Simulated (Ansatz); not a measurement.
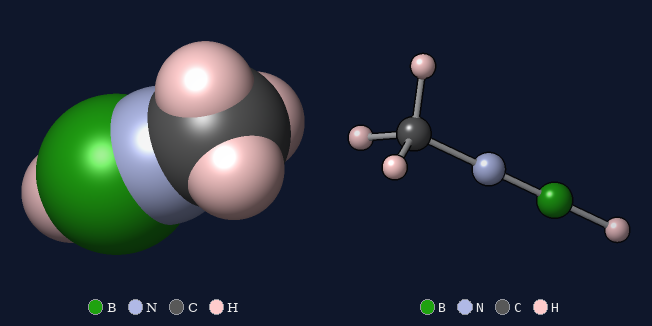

Both panels show the same species.

> Give the formula.

CH₄BN, 7 atoms: 1 carbon, 4 hydrogen, 1 boron and 1 nitrogen.

> How many sets of symmetry-equivalent atoms are there?

5: 1 B, 1 N, 1 C, 1 H, 3 H.

> What is the point group of this geometry?

C3v.

> Count the bonded pairs by element.

3 C–H, 1 B–N, 1 C–N, 1 B–H. Sticks follow a distance rule.

The parts below concern this one geometry. Atoms keep their numbers from picture to picture. Computed geometry: PBE0-D4/def2-TZVP optimisation.

### Shape

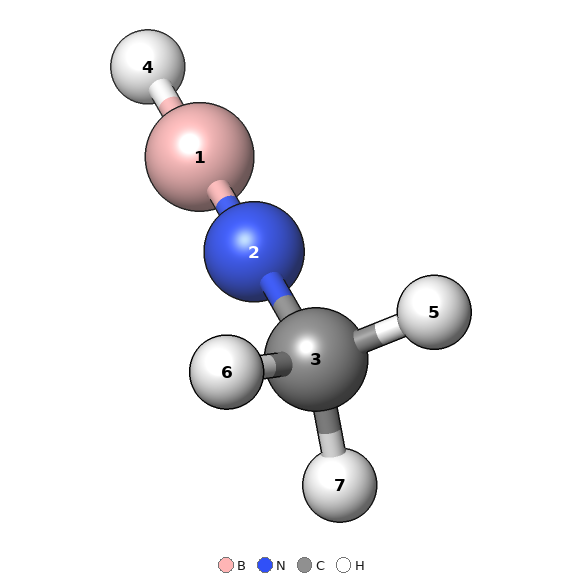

Numbered structure.

Give these bond angles: N2–B1–H4, B1–N2–C3, N2–C3–H5, H5–C3–H6.

| angle | degrees |
| --- | --- |
| N2–B1–H4 | 180.0 |
| B1–N2–C3 | 180.0 |
| N2–C3–H5 | 111.1 |
| H5–C3–H6 | 107.7 |

### Electronic properties

Method: RKS PBE0-D4/def2-TZVP (Ansatz 0.2.0).

Predict the main results.

- dipole moment: 0.42 D
- dispersion correction: −6.7 kJ/mol

### Charges

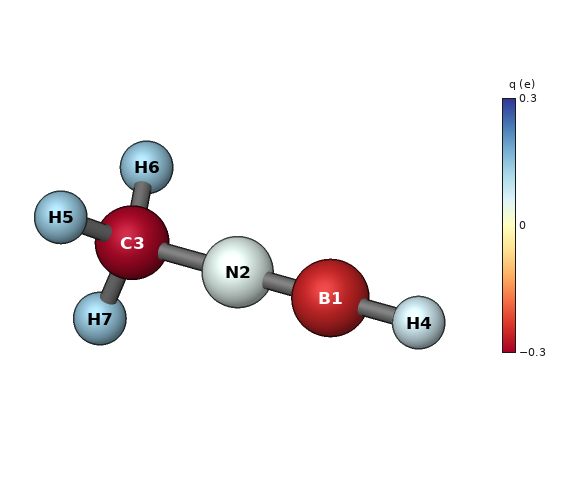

Atoms are coloured by their Mulliken charges. Level of theory: RKS PBE0-D4/def2-TZVP (Ansatz 0.2.0).

> Which atom carries the highest charge (most positive or least negative)?

H5, H6, H7 (0.14 e).

> And the lowest?

C3 (−0.29 e).

List the Mulliken charges.

```csv
atom,value (e)
B1,−0.25
N2,0.05
C3,−0.29
H4,0.08
H5,0.14
H6,0.14
H7,0.14
```

### Thermal motion

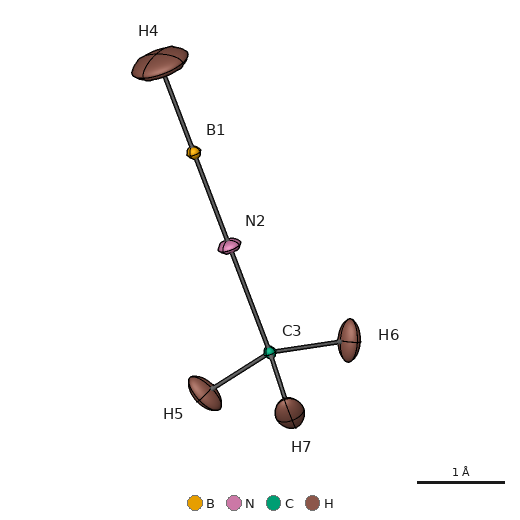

Displacement ellipsoids at the 50 % level, from the internal vibrations of the free molecule (harmonic, no overall translation or rotation; no half-axis is drawn under 0.075 Å). Vibrations computed with RKS PBE0-D4/def2-TZVP (Ansatz 0.2.0). Temperature: 600 K.

> Which atom moves most?

H4, with U_eq = 0.0347 Å².

> Does H4 move more along its bond or across it?

Across it: the root-mean-square amplitude is 0.081 Å along the bond and up to 0.221 Å across, since bending and torsion are softer than stretching.

Give the displacement parameters, one line for each set of equivalent atoms.

```csv
atom,U_eq (Å²),rms amplitudes (Å)
B1,0.0023,"0.029, 0.055, 0.055"
N2,0.0055,"0.022, 0.090, 0.090"
C3,0.0012,"0.032, 0.035, 0.035"
H4,0.0347,"0.081, 0.221, 0.221"
"H5, H6, H7",0.0146,"0.077, 0.109, 0.162"
```

Mulliken values depend strongly on the basis set and can even reverse the polarity of a bond.
